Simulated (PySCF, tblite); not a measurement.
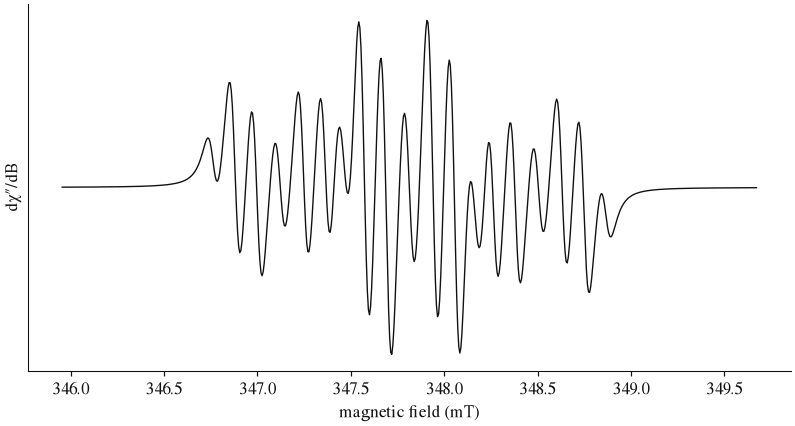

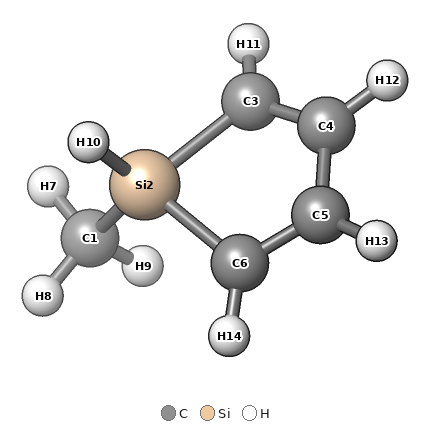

First-order isotropic EPR spectrum (fast tumbling, first derivative) of C₅H₈Si⁺, SMILES C[Si@@H]1C=C[CH][CH+]1, doublet at 9.75 GHz, Lorentzian lines of 0.10 mT full width at half height, from computed g and hyperfine couplings (B3LYP/pcH-1 in PySCF 2.14.0, at a GFN2-xTB geometry (a minimum by its frequencies), gas phase); values of one conformer, averaged over methyl-type rotors alone; no vibrational averaging; dilute isotopes left out. The SMILES is one Lewis form and needn't show where the spin sits.

> Which couplings does the calculation give? The spectrum shows the sizes of those above the line width, not their signs.

| nuclei | isotope | a (mT) | a (MHz) |
| --- | --- | --- | --- |
| H11, H14 | ¹H | −0.69 | −19.4 |
| H10 | ¹H | −0.37 | −10.3 |
| H7, H8, H9 | ¹H | 0.11 | 3.1 |

> What is the g value, and how wide is the spectrum?

g_iso = 2.0028, which centres the spectrum at 347.8 mT; it spans 2.1 mT.

Note: the tight-binding geometry is rougher than a DFT one and adds to the error.
